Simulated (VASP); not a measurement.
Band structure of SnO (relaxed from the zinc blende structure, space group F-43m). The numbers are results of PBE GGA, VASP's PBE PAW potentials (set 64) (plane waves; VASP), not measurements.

Unless said otherwise, spin-orbit coupling is left out, though it shifts the bands of the heavy elements here.

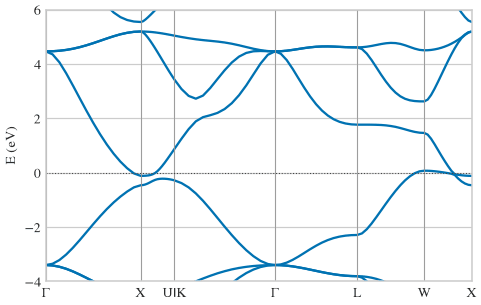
Bands along high-symmetry lines, zero at the valence-band maximum or, without a gap, the Fermi level

**Question.** Read the plot: is there a gap, and where are the band edges?

**Answer.** It has no gap at this level: it comes out as a metal or semimetal. (Edges off the drawn lines would not show.)

The structure was generated: SnO was put into the zinc blende type (F-43m), which need not be its known phase. It was relaxed first, which changed the volume by +55 %.
